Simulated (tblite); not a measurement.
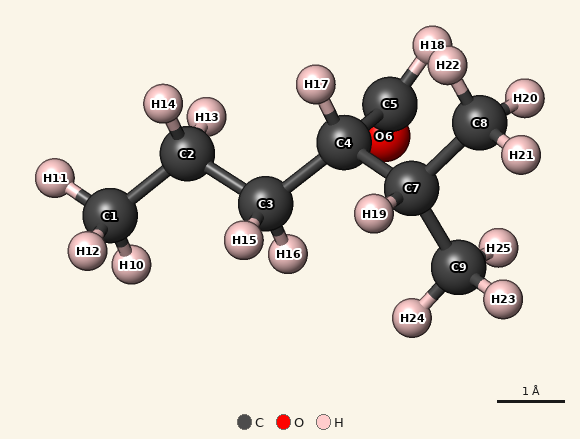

Starting structure of C8H16O. A ball-and-stick model, seen at a tilt.

All numbers below come from GFN2-xTB geometry optimisation, gas phase (tblite).

```xyz
25

C     3.4711    0.5864    0.4085
C     2.2509   -0.3272    0.4947
C     0.9677    0.4058    0.1635
C    -0.2835   -0.4907    0.2618
C    -0.3286   -1.5290   -0.8439
O     0.3029   -1.4509   -1.9005
C    -1.5965    0.3259    0.3193
C    -2.8020   -0.5500    0.6623
C    -1.8668    1.1207   -0.9521
H     3.5693    0.9853   -0.6002
H     4.3737    0.0415    0.6608
H     3.3644    1.4294    1.1026
H     2.3986   -1.1792   -0.1617
H     2.1976   -0.7359    1.5192
H     0.8478    1.2645    0.8520
H     1.0398    0.8302   -0.8374
H    -0.1986   -1.0668    1.2076
H    -1.0047   -2.3878   -0.6775
H    -1.4995    1.0482    1.1510
H    -3.0410   -1.2473   -0.1480
H    -3.6977    0.0720    0.8363
H    -2.6296   -1.1351    1.5687
H    -2.7841    1.7195   -0.8338
H    -1.0673    1.8196   -1.1670
H    -1.9951    0.4752   -1.8195
```

> Predict the outcome.

Over 60 geometry steps the energy falls by 10.1 kJ/mol. The largest move after the best rigid fit is that of H18, 0.16 Å. By element the largest moves are H 0.16 Å, C 0.09 Å, O 0.05 Å. Near-neighbour distances that change, for instance: C5–O6 1.233 → 1.199 Å, C3–H15 1.107 → 1.092 Å, C4–H17 1.111 → 1.097 Å, C2–C3 1.514 → 1.528 Å. Among the angles between lasting bonds that change: C4–C5–H18 116.1° → 113.4°, C3–C2–H13 111.3° → 109.2°. Cost: 0.35 s on 1 thread of Intel(R) Xeon(R) 6975P-C, with other jobs on the host.

Step by step:

```json
{"step": "0", "E − E(0), kJ/mol": "0.00"}
{"step": "1", "E − E(0), kJ/mol": "-1.93"}
{"step": "2", "E − E(0), kJ/mol": "-7.33"}
{"step": "3", "E − E(0), kJ/mol": "-7.75"}
{"step": "4", "E − E(0), kJ/mol": "-8.56"}
{"step": "5", "E − E(0), kJ/mol": "-8.83"}
{"step": "6", "E − E(0), kJ/mol": "-9.07"}
{"step": "7", "E − E(0), kJ/mol": "-9.18"}
{"step": "8", "E − E(0), kJ/mol": "-9.28"}
{"step": "9", "E − E(0), kJ/mol": "-9.34"}
{"step": "10", "E − E(0), kJ/mol": "-9.41"}
{"step": "13", "E − E(0), kJ/mol": "-9.64"}
{"step": "15", "E − E(0), kJ/mol": "-9.73"}
{"step": "18", "E − E(0), kJ/mol": "-9.81"}
{"step": "21", "E − E(0), kJ/mol": "-9.86"}
{"step": "23", "E − E(0), kJ/mol": "-9.88"}
{"step": "26", "E − E(0), kJ/mol": "-9.91"}
{"step": "28", "E − E(0), kJ/mol": "-9.92"}
{"step": "31", "E − E(0), kJ/mol": "-9.94"}
{"step": "34", "E − E(0), kJ/mol": "-9.96"}
{"step": "36", "E − E(0), kJ/mol": "-9.97"}
{"step": "39", "E − E(0), kJ/mol": "-9.99"}
{"step": "42", "E − E(0), kJ/mol": "-10.01"}
{"step": "44", "E − E(0), kJ/mol": "-10.03"}
{"step": "47", "E − E(0), kJ/mol": "-10.04"}
{"step": "49", "E − E(0), kJ/mol": "-10.05"}
{"step": "52", "E − E(0), kJ/mol": "-10.06"}
{"step": "55", "E − E(0), kJ/mol": "-10.07"}
{"step": "57", "E − E(0), kJ/mol": "-10.08"}
{"step": "60", "E − E(0), kJ/mol": "-10.08"}
```

The structure at the end:

```xyz
25

C     3.4589    0.5808    0.4190
C     2.2401   -0.3264    0.5281
C     0.9585    0.4168    0.1561
C    -0.2757   -0.4838    0.2571
C    -0.3339   -1.4567   -0.8909
O     0.3351   -1.4180   -1.8850
C    -1.5931    0.3277    0.3380
C    -2.7901   -0.5558    0.6891
C    -1.8643    1.0924   -0.9552
H     3.5622    0.9557   -0.5964
H     4.3655    0.0390    0.6775
H     3.3630    1.4318    1.0903
H     2.3646   -1.1817   -0.1380
H     2.1609   -0.7062    1.5503
H     0.8377    1.2781    0.8168
H     1.0515    0.7796   -0.8683
H    -0.2087   -1.0822    1.1745
H    -1.0803   -2.2636   -0.7471
H    -1.4641    1.0538    1.1494
H    -3.0583   -1.2033   -0.1421
H    -3.6522    0.0671    0.9189
H    -2.5778   -1.1740    1.5589
H    -2.8021    1.6379   -0.8758
H    -1.0726    1.8071   -1.1608
H    -1.9358    0.4081   -1.7976
```

The end point in the same view:

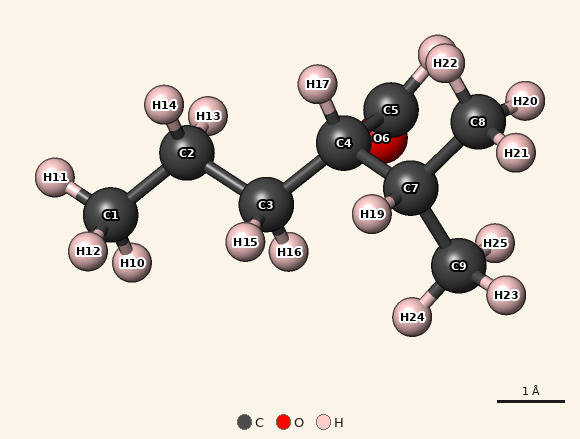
